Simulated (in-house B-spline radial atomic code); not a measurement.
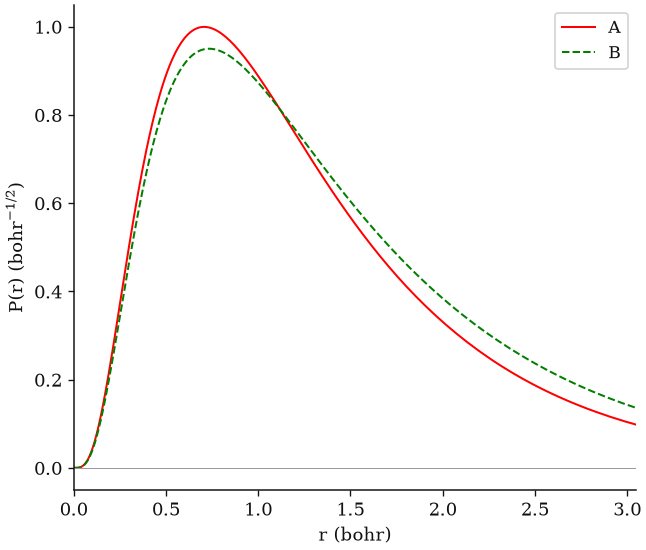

Ce²⁺ (Z = 58, 56 electrons) was computed in two configurations: [Kr] 4d10 4f2 5s2 5p5 5g1 (open shells shared over both j by 2j + 1); [Kr] 4d9 4f2 5s2 5p6 7s1 (open shells shared over both j by 2j + 1). The calculation used an in-house B-spline radial code at this level: Dirac-Hartree-Fock, average of configuration, Fermi nucleus, basis-set limit.

The plot shows P(r) = r R(r) of the 4f7/2 orbital in both runs (large components where relativistic).

### Which curve belongs to which run?

A is [Kr] 4d9 4f2 5s2 5p6 7s1 (open shells shared over both j by 2j + 1) (⟨r⟩ = 1.00 bohr, eigenvalue −34.3 eV); B is [Kr] 4d10 4f2 5s2 5p5 5g1 (open shells shared over both j by 2j + 1) (⟨r⟩ = 1.09 bohr, eigenvalue −29.8 eV). The orbital is smaller where the other electrons screen the nucleus less.
